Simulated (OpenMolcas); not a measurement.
Multiconfigurational calculation for V⁴⁺ complex

V⁴⁺ with 6 ligands (F; octahedron, 1.938 Å), embedded in K2NaGaF6 by model potentials and point charges, whose field is part of the energies. Computed at this level: state-averaged SS-CASPT2, IPEA shift 0.25, imaginary shift 0.1 hartree, closed shells 3s 3p of the metal and the valence shells of the ligands correlated, active space 1 electron in the shell 3d, basis ANO-RCC-VTZP on the metal and ANO-RCC-VDZP on the ligands, DKH2 scalar Hamiltonian, spin-orbit coupling by RASSI with atomic mean-field integrals (OpenMolcas).

Key numbers:

```tsv
quantity	value
outcome	converged
energy of the lowest spin-free term	−1548.24526 hartree
energy of the lowest spin-orbit level	−1548.24578 hartree
CASPT2 correlation energy	−1.6979 hartree
largest spread among components of a term	1.6 cm⁻¹
lowest reference weight	0.711
hardware	1 thread of Arm Neoverse V2, 24 GiB of memory available, shared host
wall time	25 s
peak memory	0.2 GiB
```

Remarks:

To bear in mind: covalent bonds, ligand orbitals missing from the active space; the geometry is set by hand, with no relaxation.

The input:
```
&GATEWAY
Basis set
V.ANO-RCC-VTZP.
V1 0.0 0.0 0.0 Angstrom
End of basis
Basis set
F.ANO-RCC-VDZP.
L1 1.938000 0.000000 0.000000 Angstrom
L2 0.000000 1.938000 0.000000 Angstrom
L3 0.000000 0.000000 1.938000 Angstrom
End of basis
Basis set
Na.EMB-AIMP.Barandiaran.6s3p.1s1p.ECP.K2NaGaF6.
PseudoCharge
* 3 symmetry-unique lattice sites within 7.6 angstrom
End of basis
Basis set
K.EMB-AIMP.Barandiaran.0s.0s.ECP.K2NaGaF6.
PseudoCharge
* 16 symmetry-unique lattice sites within 7.6 angstrom
End of basis
Basis set
Na.EMB-AIMP.Barandiaran.0s.0s.ECP.K2NaGaF6.
PseudoCharge
* 4 symmetry-unique lattice sites within 7.6 angstrom
End of basis
Basis set
F.EMB-AIMP.Barandiaran.0s.0s.ECP.K2NaGaF6.
PseudoCharge
* 39 symmetry-unique lattice sites within 7.6 angstrom
End of basis
Basis set
Ga.EMB-AIMP.Barandiaran.0s.0s.ECP.K2NaGaF6.
PseudoCharge
* 6 symmetry-unique lattice sites within 7.6 angstrom
End of basis
Symmetry
XYZ
AngMom=0.0 0.0 0.0
AMFI
RICD
XField
1521 Angstrom 0
* Evjen-weighted lattice charges
&SEWARD
&RASSCF
FileOrb=start.orb
Symmetry=1
Spin=2
nActEl=1 0 0
Inactive=18 21
Ras2=5 0
CIRoot=5 5 1
SDav=5
CIMx=300
Iter=150 100
PrWF=0.3
OrbListing=Nothing
MaxOrb=0
LevShft=1.0
>>> COPY $Project.JobIph JOB001
&RASSI
NrOfJobIphs=1 5
1 2 3 4 5
IphNames
JOB001
EJob
SpinOrbit
DIPRint=1.0
SOCoupling=1000.0
Subsets=2
Property=9
'ANGMOM' 1 'ANGMOM' 2 'ANGMOM' 3 'MLTPL  1' 1 'MLTPL  1' 2 'MLTPL  1' 3
'AMFI' 1 'AMFI' 2 'AMFI' 3
SOProperty=3
'ANGMOM' 1 'ANGMOM' 2 'ANGMOM' 3
>>> COPY JOB001 $Project.JobIph
&CASPT2
Multistate=5 1 2 3 4 5
NoMult
Frozen=5 6
IPEA=0.25
Imaginary=0.1
MaxIter=60
WThr=0.0 0.3 0.05
PrWF=0.5
NoMix
```

The file start.orb holds starting orbitals from an earlier step. A driver script formed the levels outside the program, from RASSI's spin-orbit matrix and the CASPT2 energies (for multi-state variants, the effective Hamiltonian), averaged over the components of each term or state. The log and the time are those of the CASPT2 step.

Run as:
```bash
OMP_NUM_THREADS=1 MOLCAS_MEM=2457 MOLCAS_PROJECT=a pymolcas a.inp > a.log  # once for each step of the input, in one work folder
```

The program's output (extracts):
```
--- CASPT2 ---
Orbital specifications:
      -----------------------

      Symmetry species                           1   2
                                                ag  au
      Frozen orbitals                            5   6
      Inactive orbitals                         13  15
      Active orbitals                            5   0
      Secondary orbitals                        61  62
      Deleted orbitals                           0   0
      Number of basis functions                 84  83
Type of calculation                        SS-CASPT2
      Fock operator                              state-specific
      IPEA shift                                 0.25
      Real shift                                 0.00
      Imaginary shift                            0.10
      The input orbitals will be transformed to quasi-canonical
Reference energy:       -1546.5473356993
      E2 (Non-variational):      -1.6966443309
      Shift correction:          -0.0012831115
      E2 (Variational):          -1.6979274424
      Total energy:           -1548.2452631416
      Residual norm:              0.0000004893
      Reference weight:           0.71061
      Contributions to the CASPT2 correlation energy
      Active & Virtual Only:          0.0000000000
      One Inactive Excited:          -0.0770533624
      Two Inactive Excited:          -1.6195909686
Reference energy:       -1546.5473356992
      E2 (Non-variational):      -1.6966441021
      Shift correction:          -0.0012831108
      E2 (Variational):          -1.6979272130
      Total energy:           -1548.2452629122
      Residual norm:              0.0000004893
      Reference weight:           0.71061
      Contributions to the CASPT2 correlation energy
      Active & Virtual Only:          0.0000000000
      One Inactive Excited:          -0.0770531332
      Two Inactive Excited:          -1.6195909690
::    CASPT2 Root  1     Total energy:  -1548.24526314
::    CASPT2 Root  2     Total energy:  -1548.24526291
::    CASPT2 Root  3     Total energy:  -1548.24526300
::    CASPT2 Root  4     Total energy:  -1548.15117124
::    CASPT2 Root  5     Total energy:  -1548.15117871
```

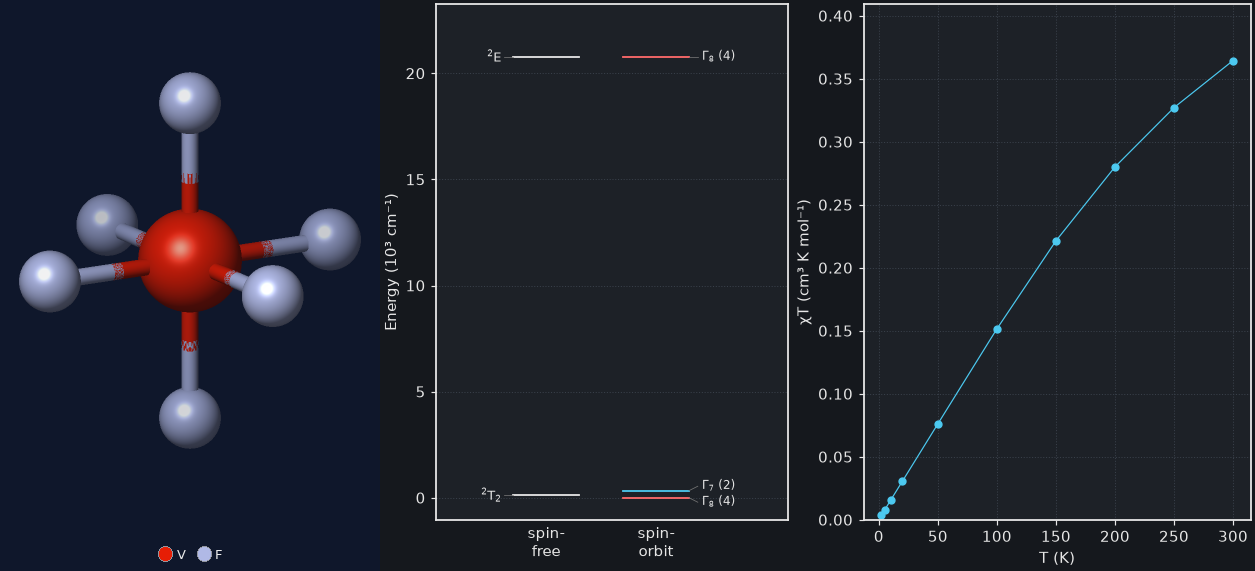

**Figure 1.** V⁴⁺ (3d) as a dopant in K₂NaGaF₆, a cluster with its 6 nearest F⁻ at 1.938 Å (octahedron) embedded in model potentials and point charges; the geometry was set, not optimised, and its levels and susceptibility. Labels give the representation in O, Td, D4 or D3 as the site allows (double group for half-integer spin) where it could be assigned and, in brackets, the degeneracy; spin-free states, where drawn, share the zero of the spin-orbit levels. Powder susceptibility by Van Vleck's formula. The ground level is Γ₈, 4-fold degenerate, 100 % from states of spin multiplicity 2. The next level lies at 334 cm⁻¹ (Γ₇). The lowest spin-free state is ²T₂; of the same spin there follows at 20,600 cm⁻¹ (²E) above it. A ligand-field fit to the spin-free states gives |10Dq| = 20,600 cm⁻¹. χT is close to 0 cm³ K mol⁻¹ at 2 K and 0.364 at 300 K, an effective moment of 1.71 μB.
